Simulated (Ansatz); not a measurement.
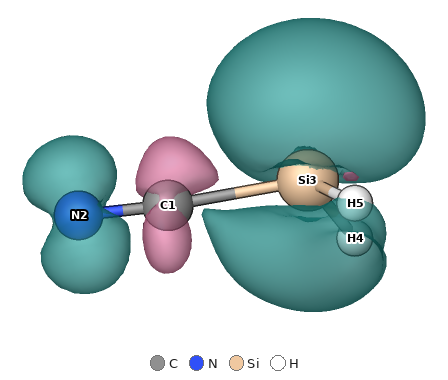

Figure. CH$_{2}$NSi (doublet). Isosurfaces of the spin density (α minus β) at +0.015 (teal) and −0.015 e/Å³ (pink), seen from one side.

Geometry: PBE0-D3(BJ)/def2-SVP.

The calculation used isolated molecule in a Gaussian basis; Kohn-Sham density functional theory, functional PBE0 (Ansatz).

```yaml
atoms:
  - { symbol: C, position_ang: [-0.9497, -0.0306, 0.4519] }
  - { symbol: N, position_ang: [-1.9947, 0.4780, 0.4818] }
  - { symbol: Si, position_ang: [0.7137, -0.7991, 0.2852] }
  - { symbol: H, position_ang: [0.6084, -2.2702, 0.4813] }
  - { symbol: H, position_ang: [1.6713, -0.1264, 1.2039] }
```

Which atoms carry the spin?

The unpaired spin (1 electron) lies mostly on Si3 (about 0.8) and N2 (about 0.1), in electrons by Hirshfeld's partition.
